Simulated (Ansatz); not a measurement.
# Structural relaxation of glassy CaAl2Si2O8 (156 atoms)

Wanted: the relaxed structure of glassy CaAl2Si2O8 (156 atoms) and its electronic structure.

Calculated with Ansatz 0.2.0; Kohn-Sham DFT, PBE, PAW (set soft_2), plane waves.

**What experiment says.** A Ca0.25Al0.5Si0.5O2 glass plate was measured by high-energy x-ray diffraction at 20 K and the Si-O distance was fitted in the PDF (“Polyhedral units and network connectivity in calcium aluminosilicate glasses from high-energy x-ray diffraction”, 2000, arxiv:cond-mat/0007490): nearest Si–O distance 1.6 Å; number of O about Si 3.85; nearest Al–O distance 1.75 Å; number of O about Al 4; nearest Ca–O distance 2.36 Å (by high-energy XRD, Gaussian fit to PDF); number of O about Ca 5.2 (by high-energy XRD, Gaussian fit to PDF).

**1. The structure**

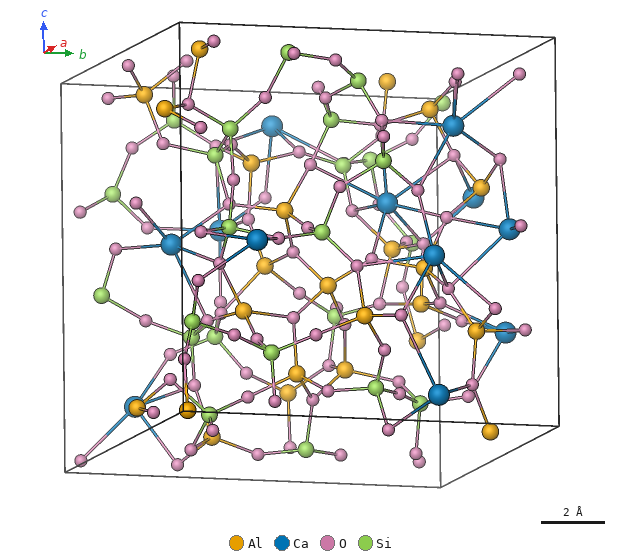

The starting structure, seen slightly off an axis (aluminium orange, calcium blue, oxygen pink, silicon green). Bonds to atoms that aren't drawn are left out. Some periodic images of atoms are drawn too.

The cell holds 156 atoms: 24 Al, 12 Ca, 96 O and 24 Si. Its edges and angles: a = 12.697 Å, b = 12.697 Å, c = 12.697 Å, α = 90.0°, β = 90.0°, γ = 90.0°. 156 atoms (24 Al, 12 Ca, 96 O, 24 Si) placed at random at 2.71 g/cm³, melted at 4500 K for 20 ps at fixed volume with the Morse and Coulomb pair potential with partial charges (Pedone, Malavasi, Menziani, Cormack and Segre, J. Phys. Chem. B 110, 11780 (2006)). Quenched from 4500 K to 300 K at 20 K/ps and fixed volume, held 5 ps. The starting density is a measured one.

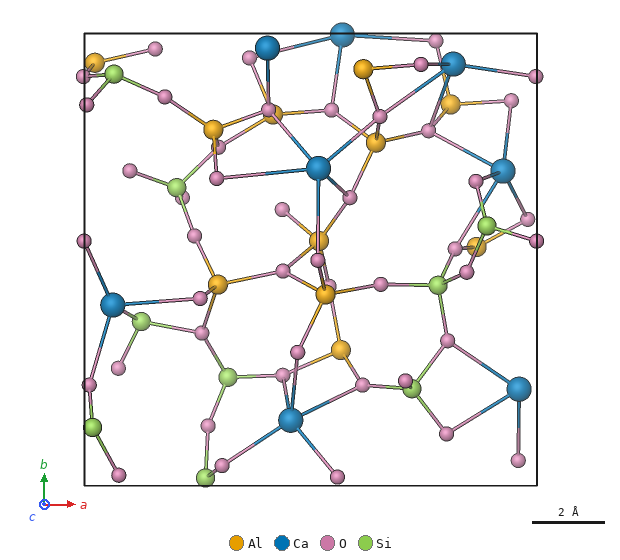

A slice 6 Å thick through the middle of the cell.

What the set-up can't give: The quench rate of 20 K/ps is many orders above laboratory rates, so the cell is likely richer in defects and strain than a real sample. The network of bonds at the start is that of the classical potential that made the cell. Sampling is at Γ alone, for a cell whose shortest periodic width is 13 Å.

**2. Single point at the start**

The forces at the start show how far the geometry lies from a minimum of this functional.

input.yaml reads:

```yaml
crystal:
  lattice:
    - [12.6974, 0.0, 0.0]
    - [0.0, 12.6974, 0.0]
    - [0.0, 0.0, 12.6974]
  atoms:
    - { symbol: Al, position: [0.56658, 0.30029, 0.33782] }
    - { symbol: Al, position: [0.53277, 0.42314, 0.60613] }
    - { symbol: Al, position: [0.29479, 0.44491, 0.50195] }
    - { symbol: Al, position: [0.64393, 0.75861, 0.45391] }
    [... 146 atom lines left out ...]
    - { symbol: Si, position: [0.78144, 0.44347, 0.51202] }
    - { symbol: Si, position: [0.26747, 0.0176, 0.41341] }
    - { symbol: Si, position: [0.10195, 0.26846, 0.90021] }
    - { symbol: Si, position: [0.26148, 0.666, 0.77392] }
    - { symbol: Si, position: [0.5464, 0.54537, 0.84228] }
    - { symbol: Si, position: [0.69668, 0.22843, 0.78303] }
kpoints:
  mp_grid: { grid: [1, 1, 1] }
hamiltonian:
  xc: pbe
scf:
  occupations: { method: fixed }
output:
  forces: true
  stress: true
  populations: true
  dos:
    method: { smearing: { sigma: 0.1 } }
    de: 0.1
    projected: { site_lists: { Al: [Al], Ca: [Ca], O: [O], Si: [Si] } }
  eigenvalues: true
```

The run is started by

```
ansatz run input.yaml --threads 4 --pin off --max-ram 8192MiB --backend cpu --events-out ev --progress --plain --runs-dir out
```

Wall time 75 s (4 threads of Arm Neoverse V1, shared host); peak memory 3.2 GiB; 4.9 min of CPU time.

Read from the output:

| Property | Result |
| --- | --- |
| free energy | -104628.0417 eV |
| free energy per atom | -670.6926 eV/atom |
| SCF cycles | 9 |
| pressure | 4.486 GPa |
| r.m.s. force component | 1.256 eV/Å |
| longest force | 5.076 eV/Å |
| Fermi energy | 4.389 eV |
| gap (highest filled to lowest empty level) | 3.441 eV |
| spilling of the projection | 0.01217 |

The r.m.s. force component of 1.3 eV/Å and the pressure of 4.5 GPa set the starting point.

Neighbours are counted within 2.33 Å (O-Al), 2.12 Å (O-Si), 3.12 Å (O-Ca).

Length of the force by element and coordination:

```csv
element,coordination,atoms,mean length of the force (eV/Å),spread,least,most
Al,all,24,1.87,0.980,0.487,3.73
Ca,all,12,0.747,0.418,0.238,1.83
Ca,5,5,0.866,0.516,0.357,1.83
Ca,6,3,0.433,0.143,0.238,0.577
Ca,7,4,0.832,0.275,0.464,1.20
O,all,96,1.88,1.02,0.364,5.08
O,2,35,1.83,1.17,0.364,5.08
O,3,51,1.97,0.905,0.369,4.08
O,4,10,1.61,0.994,0.534,3.83
Si,all,24,2.55,1.05,0.807,4.87
```

**3. Relaxation**

With the cell held, the atoms are moved downhill towards a nearby minimum.

input.yaml, the sections that differ from step 2:

```yaml
output:
  forces: true
relax:
  f_tol: 0.05
  max_steps: 200
# crystal, kpoints, hamiltonian, scf: as in step 2
```

Run time: 21 min. Hardware: 4 threads; peak memory 2.9 GiB.

Relaxation path (22 of 31):

```
step  energy less that of the first step (eV)  largest force component (eV/Å)
   1                                   0.0000                          4.4915
   2                                  -6.8609                          2.5565
   4                                 -11.6723                          0.6126
   5                                 -12.2610                          0.3450
   7                                 -12.5319                          0.4212
   8                                 -12.4926                          1.1152
  10                                 -12.7065                          0.0838
  11                                 -12.7101                          0.1499
  12                                 -12.6799                          0.2283
  14                                 -12.7280                          0.1110
  15                                 -12.7621                          0.2465
  17                                 -12.7905                          0.5202
  18                                 -12.8986                          0.1765
  20                                 -12.9156                          0.1739
  21                                 -12.9509                          0.2265
  22                                 -12.9705                          0.3300
  24                                 -13.0307                          1.3721
  25                                 -13.1604                          0.0936
  27                                 -13.1708                          0.0705
  28                                 -13.1676                          0.1161
  30                                 -13.1729                          0.0305
  31                                 -13.1729                          0.0305
```

Relaxation steps 8, 12, 17, 24, 26, 28 were tried and not accepted.

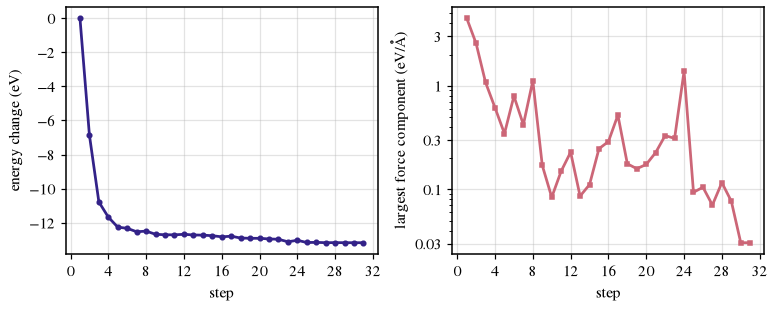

Energy and largest force along the relaxation.

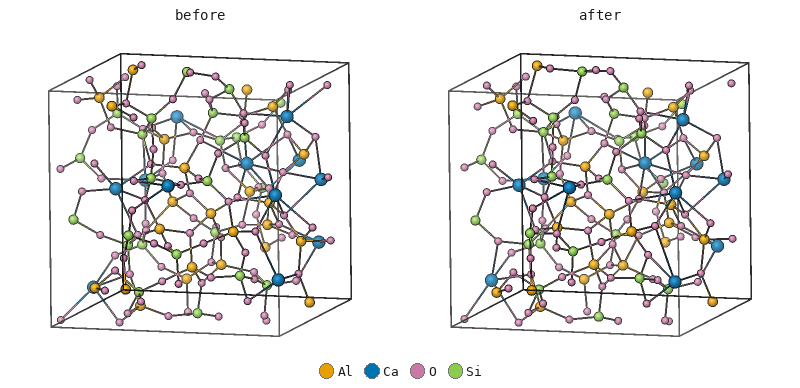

The structure before and after the relaxation, drawn at the same scale. Bonds to atoms that aren't drawn are left out.

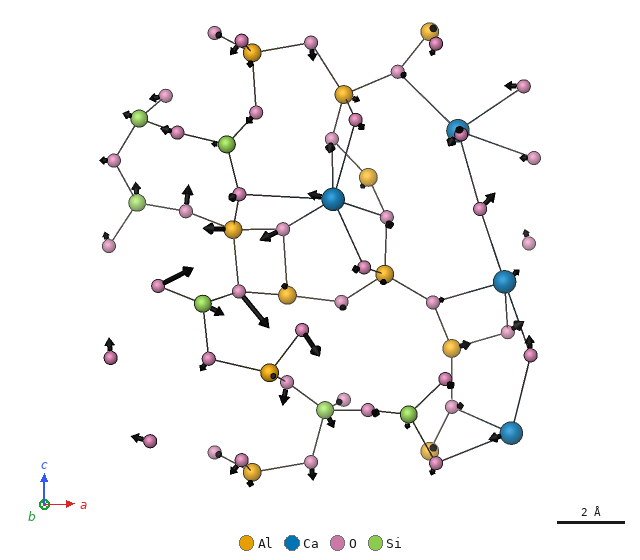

Displacements in the relaxation, exaggerated; the longest in the cell stands for 0.97 Å. Drawn is a slice 4 Å thick, seen along the normal of the ac plane. Bonds to atoms that aren't drawn are left out.

The atoms that moved most (Å):

```csv
atom,dx,dy,dz,length
O84,0.560,-0.389,-0.684,0.966
O88,0.706,0.393,0.309,0.865
O90,0.291,-0.564,-0.449,0.778
O51,-0.018,-0.628,-0.105,0.637
O110,0.290,0.070,0.485,0.569
Al12,-0.516,-0.232,0.045,0.568
Ca27,0.345,-0.228,0.313,0.519
O67,0.432,-0.244,0.053,0.499
```

The relaxation changed the energy by -84.4 meV/atom, and atoms moved by 0.28 Å r.m.s., 0.97 Å at most.

**4. Local order after relaxation**

Bonds before and after, by the cutoffs listed below:

```
pair  bonds before  bonds after  mean before (Å)  mean after (Å)  spread before (Å)  spread after (Å)
O-Al            96           99            1.773           1.803              0.080             0.061
O-Si            96           97            1.621           1.649              0.060             0.045
O-Ca            67           68            2.513           2.468              0.183             0.166
```

Density 2.71 g/cm³, 13.12 Å³ an atom.

g(r), total and by pair (bins of 0.2 Å):

```
r (Å)  total   O-O  O-Al   O-Si  O-Ca  Al-Al  Al-Si
 1.50   0.14  0.00  0.00   0.71  0.00   0.00   0.00
 1.70   3.43  0.00  6.50  11.60  0.00   0.00   0.00
 1.90   0.86  0.00  4.22   0.31  0.00   0.00   0.00
 2.10   0.07  0.00  0.09   0.00  0.60   0.00   0.00
 2.30   0.30  0.10  0.00   0.00  2.75   0.00   0.00
 2.50   0.68  0.90  0.12   0.00  3.29   0.00   0.00
 2.70   1.53  3.57  0.19   0.00  1.17   0.00   0.80
 2.90   0.98  1.98  0.13   0.17  0.34   1.38   1.32
 3.10   1.14  1.46  0.40   0.33  0.44   3.85   3.26
 3.30   1.01  0.84  0.80   0.62  0.66   2.82   2.63
 3.50   1.01  0.67  1.27   1.50  0.46   0.95   0.46
 3.70   0.90  0.61  1.12   1.34  0.73   0.83   0.32
 3.90   0.98  0.55  1.34   1.43  1.11   0.54   0.73
 4.10   0.98  0.42  1.21   1.92  0.88   0.51   1.01
 4.30   1.19  0.71  1.93   1.66  1.26   0.90   1.00
 4.50   1.10  1.09  1.39   0.93  1.29   1.12   0.77
 4.70   0.93  1.15  0.87   0.69  1.15   0.90   0.45
 4.90   1.02  1.39  0.78   0.55  1.29   0.82   0.88
 5.10   0.97  1.20  0.69   0.71  1.20   1.09   1.03
 5.30   1.02  1.43  0.49   0.84  0.78   1.41   0.96
 5.50   0.98  1.07  0.93   0.80  0.80   1.02   1.31
 5.70   0.96  1.00  0.80   1.05  0.82   0.61   1.00
 5.90   0.96  0.79  1.02   1.06  0.87   1.46   1.47
 6.10   1.00  0.92  1.03   1.11  0.91   0.91   0.98
```

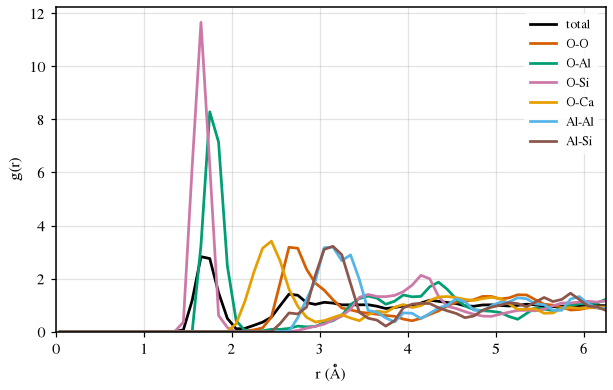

Pair distribution functions, lightly smoothed.

Bonds by pair of elements; cutoffs follow the first minimum of g(r), held within bounds set by covalent radii, and pairs that aren't listed don't count as bonded:

| pair A-B | cutoff (Å) | bonds | mean length (Å) | spread (Å) | shortest (Å) | B about A | A about B |
| --- | --- | --- | --- | --- | --- | --- | --- |
| O-Al | 2.23 | 99 | 1.80 | 0.061 | 1.71 | 1.03 | 4.12 |
| O-Si | 2.16 | 97 | 1.65 | 0.045 | 1.59 | 1.01 | 4.04 |
| O-Ca | 2.93 | 68 | 2.47 | 0.166 | 2.15 | 0.708 | 5.67 |

How many atoms have how many bonded neighbours:

```
element  mean   2   3   4  5  6  7
     Al  4.12   0   0  21  3  0  0
     Ca  5.67   0   0   1  4  5  2
      O  2.75  30  60   6  0  0  0
     Si  4.04   0   0  23  1  0  0
```

Bond angles (no mean is given where the spread exceeds 20°):

```
  angle  count  mean (°)  spread (°)
 O-Ca-O    163         -           -
 O-Al-O    156       109        13.8
 O-Si-O    148       109         8.8
Al-O-Ca     61       106        16.5
Al-O-Si     58       130        18.9
```

Oxygen atoms by the number of network formers (Si, P, Ge, B, Al, As, Ga) bound to them:

```csv
network formers bound to O,O atoms,per cent
0,0,0
1,10,10.4
2,72,75
3,14,14.6
```

Network units: each former by its oxygen neighbours and how many of them bridge to another former:

```
former  O neighbours  bridging O  atoms
    Si             4           2      2
    Si             4           3      4
    Si             4           4     17
    Si             5           5      1
    Al             4           3      2
    Al             4           4     19
    Al             5           5      3
```

Bond length by coordination (bonds to H left out):

```
element  coordination  atoms  mean bond length (Å)
     Al             4     21                  1.79
     Al             5      3                  1.88
     Ca             4      1                  2.32
     Ca             5      4                  2.38
     Ca             6      5                  2.52
     Ca             7      2                  2.52
      O             2     30                  1.67
      O             3     60                  1.97
      O             4      6                  2.17
     Si             4     23                  1.64
     Si             5      1                  1.75
```

Rings of the network by King's shortest-path rule, up to 12 atoms, one path for each pair of neighbours; H, halogens, alkali and alkaline-earth atoms are left out, and the last column divides by all other atoms, bonded or not:

```csv
ring size (atoms),rings,per network atom
4,4,0.028
6,10,0.069
8,22,0.153
10,32,0.222
12,23,0.16
```

First main peaks of g(r), for some of the pairs, lie near 2.7 Å (O-O), 1.8 Å (O-Al), 1.6 Å (O-Si), 2.4 Å (O-Ca), 3.1 Å (Al-Al) and 3.1 Å (Al-Si). By these cutoffs 88 % of Al atoms have 4, 42 % of Ca atoms have 6, 62 % of O atoms have 3 and 96 % of Si atoms have 4 bonded neighbours. 75 % of the oxygens bridge two formers (Si and Al) and 10 % are non-bridging; 15 % join three. The commonest Si unit has 4 oxygens, 4 of them shared with other formers (17 of 24 atoms). Rings of 10 atoms are the most common (35 % of those counted); sizes run from 4 to 12, where the search stops.

**5. Single point at the relaxed geometry**

The electronic structure is read at the final geometry, in a run of its own.

input.yaml reads:

```yaml
crystal:
  lattice:
    - [12.6974, 0.0, 0.0]
    - [0.0, 12.6974, 0.0]
    - [0.0, 0.0, 12.6974]
  atoms:
    - { symbol: Al, position: [0.57973, 0.2855, 0.34142] }
    - { symbol: Al, position: [0.52559, 0.42856, 0.61263] }
    - { symbol: Al, position: [0.29971, 0.43601, 0.49997] }
    - { symbol: Al, position: [0.64323, 0.76557, 0.44626] }
    [... 146 atom lines left out ...]
    - { symbol: Si, position: [0.77163, 0.44724, 0.52002] }
    - { symbol: Si, position: [0.27933, 0.02266, 0.40841] }
    - { symbol: Si, position: [0.10238, 0.26964, 0.89704] }
    - { symbol: Si, position: [0.24996, 0.66653, 0.77439] }
    - { symbol: Si, position: [0.54384, 0.55181, 0.83914] }
    - { symbol: Si, position: [0.69918, 0.23453, 0.78597] }
kpoints:
  mp_grid: { grid: [1, 1, 1] }
hamiltonian:
  xc: pbe
scf:
  occupations: { method: fixed }
output:
  forces: true
  stress: true
  populations: true
  dos:
    method: { smearing: { sigma: 0.1 } }
    de: 0.1
    projected: { site_lists: { Al: [Al], Ca: [Ca], O: [O], Si: [Si] } }
  eigenvalues: true
  write_density: true
  write_potential: true
  volumetric_format: npy
  elf: true
```

Wall time 87 s (4 threads); peak memory 3.2 GiB.

Read from the output:

```yaml
free_energy: -104641.2146 eV
free_energy_per_atom: -670.7770 eV/atom
scf_cycles: 9
pressure: -0.7423 GPa
r_m_s_force_component: 0.00599 eV/Å
longest_force: 0.03459 eV/Å
fermi_energy: 4.158 eV
spacing_of_highest_filled_and_lowest_empty_level: 3.85 eV
spilling_of_the_projection: 0.01207
```

Löwdin charges by element and coordination (they lack the spilled electrons, 0.067 e an atom on average):

```csv
element,coordination,atoms,mean charge (e),spread,least,most
Al,all,24,1.31,0.0458,1.15,1.37
Al,4,21,1.30,0.0452,1.15,1.36
Al,5,3,1.35,0.0199,1.32,1.37
Ca,all,12,1.80,0.0146,1.78,1.83
Ca,4,1,1.82,0,1.82,1.82
Ca,5,4,1.80,0.0102,1.79,1.81
Ca,6,5,1.80,0.0141,1.79,1.83
Ca,7,2,1.80,0.0187,1.78,1.82
O,all,96,-0.867,0.0769,-1.11,-0.744
O,2,30,-0.814,0.031,-0.885,-0.763
O,3,60,-0.885,0.0803,-1.11,-0.744
O,4,6,-0.951,0.0298,-0.977,-0.890
Si,all,24,1.70,0.0362,1.59,1.76
Si,4,23,1.70,0.037,1.59,1.76
Si,5,1,1.70,0,1.70,1.70
```

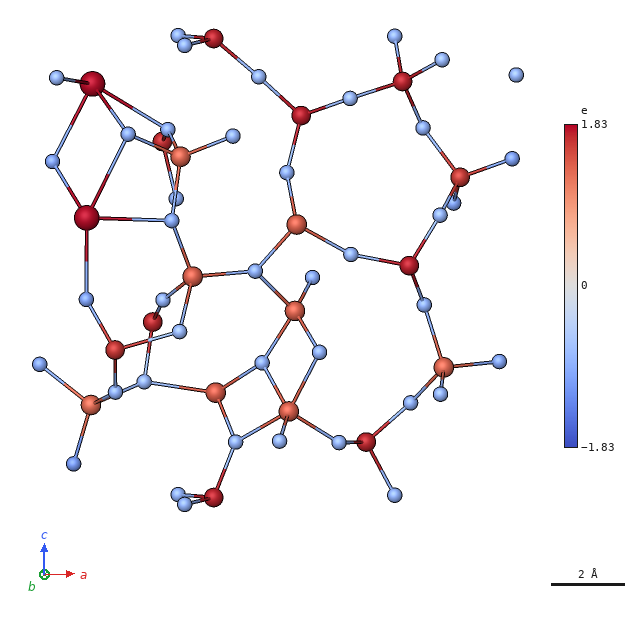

Atoms coloured by Löwdin charge. Drawn is a slice 4 Å thick, seen along the normal of the ac plane. Bonds to atoms that aren't drawn are left out.

States in the cell by windows of 1 eV, zero at the Fermi level; the larger projections on atomic orbitals stand beside the total:

```csv
from (eV),to (eV),total,O p
-14,-10,0.0,0.0
-10,-9,2.0,1.3
-9,-8,14.8,9.9
-8,-7,16.7,11.5
-7,-6,31.6,23.2
-6,-5,50.9,38.9
-5,-4,64.1,50.9
-4,-3,91.0,77.2
-3,-2,108.0,98.3
-2,-1,124.8,117.7
-1,0,70.8,67.9
0,1,1.4,1.3
1,3,0.0,0.0
3,4,2.0,0.0
4,5,2.3,0.2
```

With fixed occupations the program's Fermi level is the highest filled level; weight inside the gap is the broadening of levels at its edges.

Between -26 and -14 eV lie 264 more states.

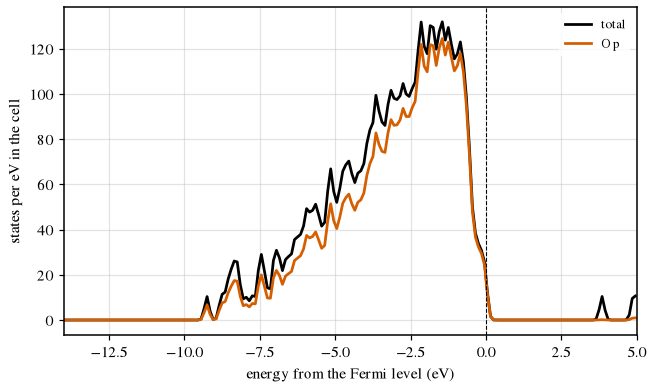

Total and projected density of states, with the broadening of the input.

The levels nearest the highest filled one (over half full), pooled over k-points and spins:

```csv
level less the highest filled one (eV),occupation
-0.317,2
-0.257,2
-0.204,2
-0.135,2
-0.0686,2
0,2
3.85,0
4.89,0
5.09,0
5.11,0
5.31,0
5.44,0
```

Mean Löwdin charges: Al +1.31, Ca +1.80, O -0.87, Si +1.70 e (they miss 1.2 % of the electrons, so they add up to more than the cell's charge).

**6. Summary of results**

| Property | Result |
| --- | --- |
| energy change in the relaxation | -84.44 meV/atom |
| r.m.s. displacement | 0.277 Å |
| largest displacement | 0.966 Å |
| free energy per atom | -670.7770 eV/atom |
| pressure | -0.7423 GPa |
| r.m.s. force component | 0.00599 eV/Å |
| gap (highest filled to lowest empty level) | 3.85 eV |
| wall time of the 3 DFT runs | 23 min |

What this shows: Relaxation lowers the energy by 84.4 meV/atom and moves atoms by 0.28 Å r.m.s.; the r.m.s. force component goes from 1.3 to 0.0060 eV/Å, the pressure goes from 4.5 to -0.74 GPa, and the gap from 3.44 to 3.85 eV. By the final cutoffs 5 of 259 bonded pairs parted and 10 joined. From the first step to the last the energy fell by 13.173 eV, and the largest move was 0.97 Å (O84). The O-Ca bonds change most in mean length: from 2.513 Å (spread 0.183) to 2.468 Å (spread 0.166), and their number from 67 to 68. Counting bonds as in the table, 88 % of Al atoms have 4, 42 % of Ca atoms have 6, 62 % of O atoms have 3 and 96 % of Si atoms have 4 bonded neighbours. 75 % of the oxygens bridge two formers (Si and Al) and 10 % are non-bridging; 15 % join three. The highest filled and lowest empty levels differ by 3.85 eV (at Γ alone); a semilocal functional tends to put such gaps too low. In a disordered cell it changes from sample to sample, and tail or defect levels can set it.

**Limits.** The network of bonds at the start is that of the classical potential that made the cell; in DFT 5 of its 259 bonded pairs passed out of the cutoffs and 10 came within them. The stress is far from hydrostatic: its diagonal is -1.4, 1.5, -2.3 GPa, compression counted positive.

Calculation beside experiment:

| quantity | measured | this cell | difference | method of the measurement |
| --- | --- | --- | --- | --- |
| nearest Si–O distance | 1.6 Å | 1.65 Å | +3.1 % | high-energy XRD, PDF Gaussian fit |
| number of O about Si | 3.85 | 4.04 | +5.0 % | high-energy XRD, PDF Gaussian fit |
| nearest Al–O distance | 1.75 Å | 1.79 Å | +2.3 % | high-energy XRD, PDF Gaussian fit |
| number of O about Al | 4 | 4.12 | +3.1 % | high-energy XRD, PDF Gaussian fit |
| nearest Ca–O distance | 2.36 Å | 2.42 Å | +2.5 % | high-energy XRD, Gaussian fit to PDF |
| number of O about Ca | 5.2 | 5.67 | +9.0 % | high-energy XRD, Gaussian fit to PDF |

The cell differs from the measured distances by up to 3.1 % and neighbour counts by up to 9.0 %. Distances of this cell are positions of the first main peak of g(r), or bond means where the peak is narrow; means over all bonds within a cutoff lie farther out for broad shells. The network comes from the model that made the cell; in DFT 5 of its 259 bonded pairs passed out of the cutoffs and 10 came within them. Our coordination numbers hang on a cutoff, and experiments count neighbours in their own ways.

[Logs are printed without paths, hosts, clocks, repeated set-up lines and the standing remarks that a program may print on its own settings, such as how far it seeks lower states.]

[Hosts, paths, dates, database ids (printed as entryN), source tags and the programs' standing remarks are cut or masked in the printed files.]
